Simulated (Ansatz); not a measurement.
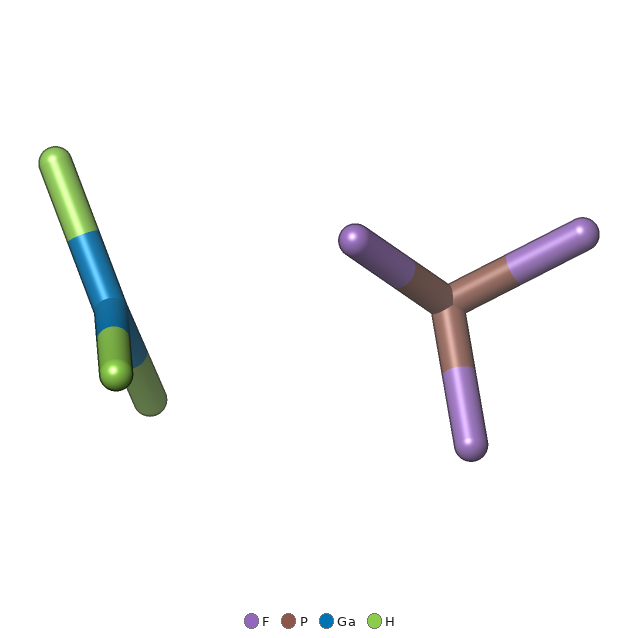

Computed geometry: PBE0-D4/def2-TZVP optimisation. Program: Ansatz 0.2.0.

Tabulate HOMO–LUMO gap (eV) at these levels: B3LYP-D4/def2-TZVPP; B97M-V/def2-TZVPP; CAM-B3LYP-D4/def2-TZVPP; PBE-D4/def2-TZVPP; PBE0-D4/def2-QZVPP; r2SCAN-D4/def2-TZVPP; r2SCAN0-D4/def2-TZVPP; r2SCANh-D4/def2-TZVPP; ωB97M-V/def2-QZVPP.

| level | HOMO–LUMO gap (eV) |
| --- | --- |
| B3LYP-D4/def2-TZVPP | 6.68 |
| B97M-V/def2-TZVPP | 5.54 |
| CAM-B3LYP-D4/def2-TZVPP | 9.49 |
| PBE-D4/def2-TZVPP | 5.01 |
| PBE0-D4/def2-QZVPP | 7.08 |
| r2SCAN-D4/def2-TZVPP | 5.62 |
| r2SCAN0-D4/def2-TZVPP | 7.51 |
| r2SCANh-D4/def2-TZVPP | 6.38 |
| ωB97M-V/def2-QZVPP | 10.99 |
